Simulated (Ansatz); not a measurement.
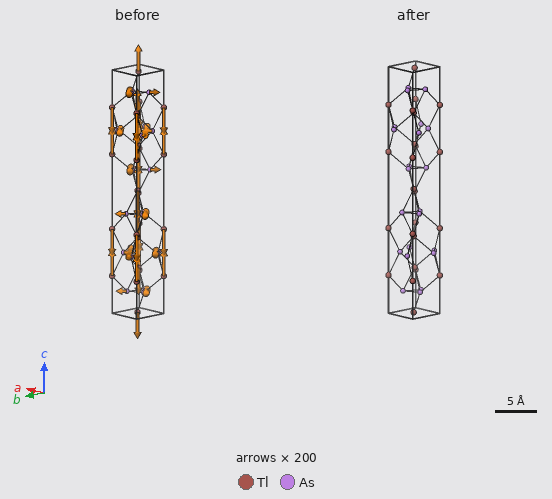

The structure of a crystal of Tl$_{2}$As$_{3}$ (built on the corundum_167 type) before (left) and after (right) a relaxation, at one scale. The orange arrows give the displacements (the part carried along by the change of the cell is left out), magnified 200 times.

The picture is a ball-and-stick view of the conventional cell (3 times the calculation's cell), seen from a free direction. Lengths and directions refer to the drawn axes.

Case: corundum type (R-3c, No. 167).

These are results of DFT PBE, scalar-relativistic, plane waves, PAW in Ansatz, not measurements.

Input file:
```yaml
crystal:
  lattice:
    - [3.1644537828, 1.8269982433, 9.991930626]
    - [-3.1644537828, 1.8269982433, 9.991930626]
    - [0.0, -3.6539964867, 9.991930626]
  atoms:
    - { symbol: Tl, position: [0.3461457824, 0.3461457824, 0.3461457824] }
    - { symbol: Tl, position: [0.1538542176, 0.1538542176, 0.1538542176] }
    - { symbol: Tl, position: [0.6538542176, 0.6538542176, 0.6538542176] }
    - { symbol: Tl, position: [0.8461457824, 0.8461457824, 0.8461457824] }
    - { symbol: As, position: [0.4748255927, 0.0251744073, 0.25] }
    - { symbol: As, position: [0.25, 0.4748255927, 0.0251744073] }
    - { symbol: As, position: [0.0251744073, 0.25, 0.4748255927] }
    - { symbol: As, position: [0.5251744073, 0.9748255927, 0.75] }
    - { symbol: As, position: [0.75, 0.5251744073, 0.9748255927] }
    - { symbol: As, position: [0.9748255927, 0.75, 0.5251744073] }
basis:
  ecutwfc: 420
kpoints:
  mp_grid: { grid: [6, 6, 6] }
hamiltonian:
  xc: pbe
scf:
  occupations: { method: gaussian, width: 0.1 }
output:
  forces: true
  stress: true
  eigenvalues: true
relax:
  adjacent_minimum: "off"
  f_tol: 0.01
  max_steps: 80
  cell: { stress_tol: 0.05 }
```

Command:
```bash
ansatz run input.yaml --threads 1 --pin off --max-ram 2560MiB --backend cpu --events-out ev --progress --plain --runs-dir out
```

> Summarise the run.

The largest moves relative to the cell, 0.017 Å, are those of Tl1, Tl2, Tl3 and Tl4. Tl1 goes along −c. By element the largest moves are Tl 0.017 Å, As 0.007 Å. The drawn cell changes at constant volume: a = b 6.329 → 6.286 Å (−0.7 %), c 29.976 → 30.387 Å (+1.4 %). Near-neighbour distances that change, for instance: Tl1–As5 3.214 → 3.233 Å, Tl1–As10 3.292 → 3.305 Å, As5–As6 2.465 → 2.460 Å. The space group stays R-3c (No. 167). After 4 accepted moves (5 points after the start) the energy has fallen by 0.3 meV per atom. Largest force component: 0.017 eV/Å at the start, 0.0038 eV/Å at the end. The pressure goes from 0.08 to −0.01 GPa. At 1 point the geometry stayed and the basis and grid were re-selected for the new cell (energy shift of less than 0.05 meV per atom at most each time).
